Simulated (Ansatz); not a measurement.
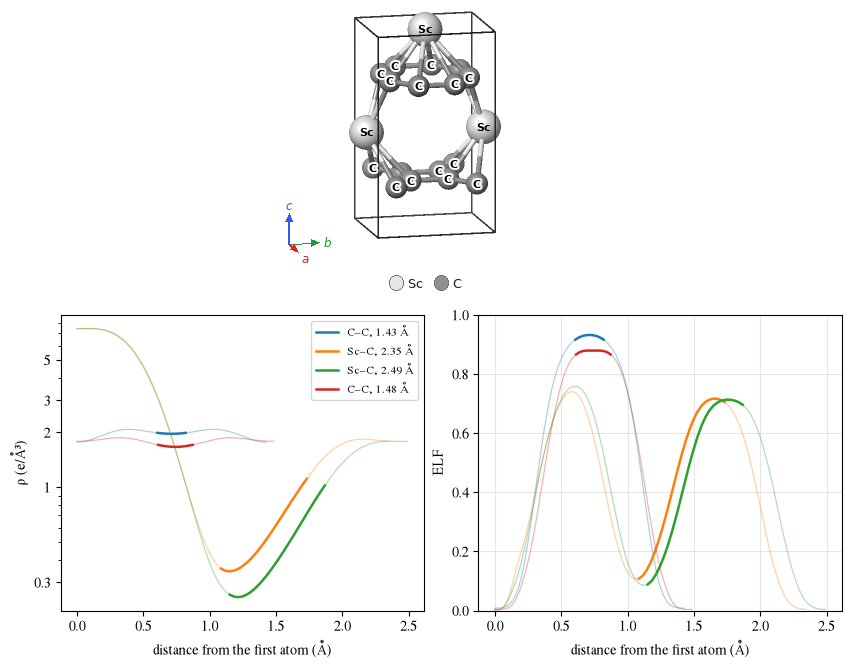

*ScC$_{6}$. Valence pseudo-density and ELF along straight lines between neighbouring atoms. Thin, pale parts lie inside the atomic spheres. The structure is drawn too.*

Space group Amm2; a structure generated by program, which may or may not match a known phase; computed without spin polarisation.

Level of theory: DFT PBE, scalar-relativistic, plane waves, PAW in Ansatz 0.2.0.

The density is the valence pseudo-density of a PAW calculation; it isn't the true density close to the nuclei.

```cif
data_structure
_symmetry_space_group_name_H-M 'P 1'
_symmetry_Int_Tables_number 1
_cell_length_a 3.8405
_cell_length_b 4.5851
_cell_length_c 7.8015
_cell_angle_alpha 90.000
_cell_angle_beta 90.000
_cell_angle_gamma 90.000
_cell_volume 137.38
loop_
_atom_site_label
_atom_site_type_symbol
_atom_site_fract_x
_atom_site_fract_y
_atom_site_fract_z
_atom_site_occupancy
Sc1 Sc 0.50000 0.00000 0.47737 1
Sc2 Sc 0.50000 0.50000 0.97737 1
C1 C 0.69311 0.66178 0.24654 1
C2 C 0.69311 0.16178 0.74654 1
C3 C 0.30689 0.33822 0.24654 1
C4 C 0.30689 0.83822 0.74654 1
C5 C 0.69311 0.33822 0.24654 1
C6 C 0.69311 0.83822 0.74654 1
C7 C 0.30689 0.66178 0.24654 1
C8 C 0.30689 0.16178 0.74654 1
C9 C 0.00000 0.15541 0.24779 1
C10 C 0.00000 0.65541 0.74779 1
C11 C 0.00000 0.84459 0.24779 1
C12 C 0.00000 0.34459 0.74779 1
```

Compare the contacts.

C–C (1.43 Å): the density is about 2 e/Å³ at the midpoint; the ELF peaks at about 0.95 between the atoms.
Sc–C (2.35 Å): ρ is about 0.35 e/Å³ halfway; the ELF peaks at about 0.70 in the valence shell of C, 0.7 Å from its nucleus, and is about 0.15 at the midpoint.
Sc–C (2.49 Å): the density is about 0.25 e/Å³ at the midpoint; the ELF peaks at about 0.70 in the valence shell of C, 0.7 Å from its nucleus, and is about 0.15 at the midpoint.
C–C (1.48 Å): ρ is about 1.7 e/Å³ halfway; the ELF peaks at about 0.90 between the atoms.
